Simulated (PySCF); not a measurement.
**C5H9FN2Si (SMILES Cc1c(CF)cnn1[SiH3]): density, localisation and related maps**

The calculation's input:

```
{"job": {"kind": "nmr", "xc": "PBE0", "basis": "pcSseg-1"}, "charge": 0, "multiplicity": 1}
C     -0.000655     1.583488     0.697792
C     -0.040396     0.233377     0.084071
C     -1.113116    -0.532621    -0.326889
C     -2.561718    -0.201235    -0.253076
F     -2.940366     0.113289     1.038663
C     -0.527251    -1.712134    -0.832772
N      0.778136    -1.663087    -0.745358
N      1.084585    -0.477398    -0.181866
Si     2.779748    -0.114728     0.105895
H      0.318273     2.325023    -0.035705
H     -0.987649     1.853811     1.063439
H      0.702061     1.605632     1.528883
H     -3.173228    -1.054325    -0.561158
H     -2.811357     0.676643    -0.862145
H     -1.016115    -2.568453    -1.254639
H      3.480680    -1.251010    -0.463035
H      3.062154     1.156462    -0.566048
H      2.957454     0.033582     1.552294
```

Command:

```sh
OMP_NUM_THREADS=1 python probes_run.py task.json out
```

Geometry: GFN2-xTB.

These are results of PBE0/pcSseg-1, SCF density, gas phase, non-relativistic in PySCF, not measurements.

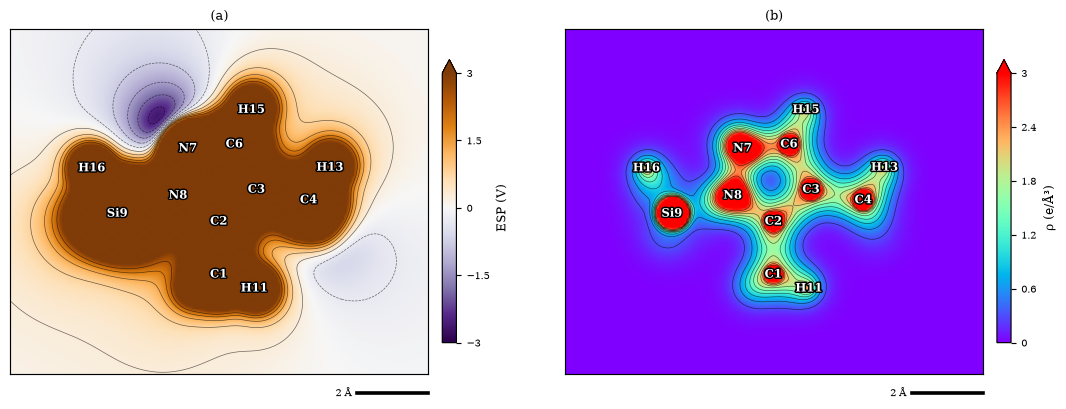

Figure 1. (a) molecular electrostatic potential; (b) total electron density on the plane of atoms N8, Si9 and H16.

### Read the bonding off the picture.

- The plane passes through C, N, Si and H nuclei.
- C–N (1.31 Å): the density is about 2.6 e/Å³ at the midpoint.
- N–N (1.35 Å): the density is about 2.5 e/Å³ at the midpoint.
- C–C (1.38 Å): ρ is about 2.1 e/Å³ halfway.
- Si–N (1.76 Å): ρ at the midpoint is about 1 e/Å³.
- C–H (1.07 Å): ρ at the midpoint is about 2.1 e/Å³.
- Outside the dense part of the molecule the potential is most negative (−2.6 V) near N7.

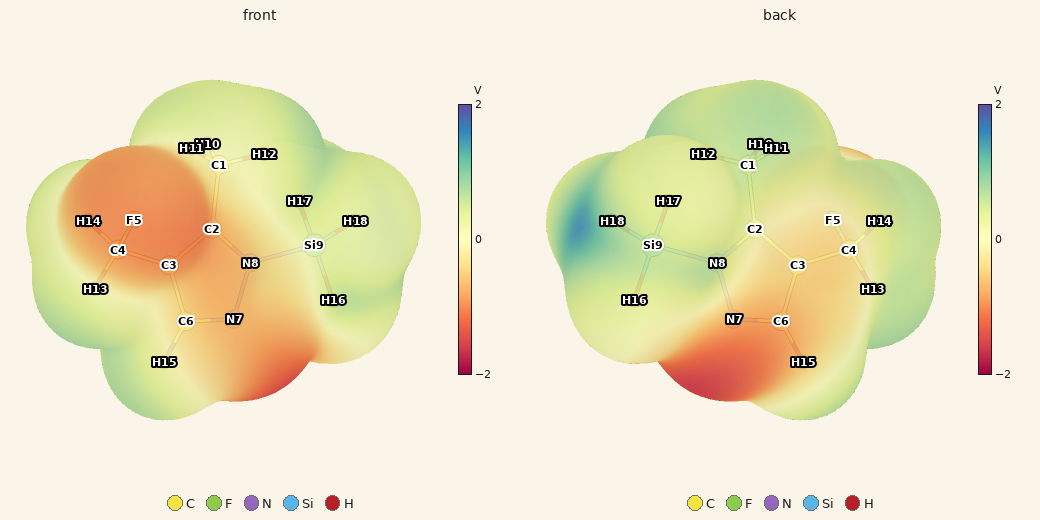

Figure 2. The electrostatic potential painted on the density surface at 0.001 e/bohr³, seen from the front and from behind; the colour scale runs from red (negative) to blue (positive).

### Describe the electrostatic potential map.

The most negative region (about −1.5 V, or −35 kcal/mol for a unit charge) lies over N7, the most positive (about +1.4 V, or +32 kcal/mol for a unit charge) over Si9. N7 is the likeliest acceptor of a hydrogen bond.

### What dipole moment does the calculation give?

Its dipole moment is 2.14 D.
